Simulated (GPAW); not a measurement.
# Surface energy and work function of Na(110) from slabs of 3 to 12 layers (PBE)

How do energy and work function of Na(110) films settle with thickness, and what surface energy follows?

**Method.** GPAW 26.7.0, plane waves at 450 eV with PAW setups; symmetric 1×1 slabs cut at the tabulated lattice constant (two decimals; low-temperature values for the alkali metals), atoms at bulk places, 7.5 Å of vacuum on each side, one in-plane mesh for all thicknesses, Fermi-Dirac smearing of 0.1 eV. Energies are extrapolated to zero smearing and count from the program's reference atoms. Functional PBE. The cell's area is 12.652 Å².

What came out, but for one run:

| layers | energy (eV) | work function (eV) |
| --- | --- | --- |
| 3 | −3.6371 | 2.92 |
| 4 | −4.9524 | 2.88 |
| 5 | −6.2780 | 2.85 |
| 6 | −7.5994 | 2.83 |
| 7 | −8.9268 | 2.83 |
| 8 | −10.2446 | 2.84 |
| 9 | −11.5704 | 2.84 |
| 10 | −12.8883 | 2.85 |
| 11 | −14.2092 | 2.84 |
| 12 | ? | ? |

To predict: What surface energy do these runs give, and what energy and work function should the 12-layer slab have?

Worked answer. A slab of n layers has E(n) = nε + 2Aγ once its middle is bulk-like. A line through n = 6 to 11 has the slope ε = −1.3217 eV a layer and the intercept 2Aγ = 0.3280 eV (r.m.s. residual 2.2 meV). So γ = 0.3280 / (2 × 12.652 Å²) = 0.0130 eV/Å² = 0.21 J/m², with a standard error of under 0.01 J/m² from the scatter about the line. For 12 layers: 0.3280 + 12 × (−1.3217) = −15.532 eV; the run gives −15.532 eV, 0.5 meV over the line. The work function has no such law: from 6 to 11 layers it moves between 2.83 and 2.85 eV (mean 2.84), and the 12-layer slab gives 2.84 eV. The thinnest slab, 3 layers, lies +0.08 eV from that mean.

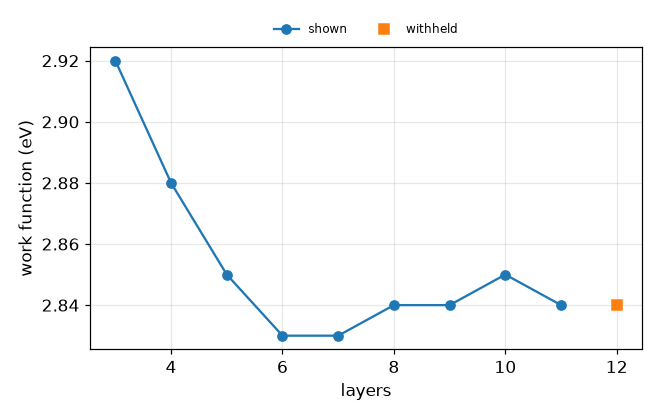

Work function against thickness.

Caveats: The surfaces are unrelaxed, so γ is an upper bound for this functional and lattice constant. The tabulated lattice constant isn't the functional's own, which strains the slab a little.
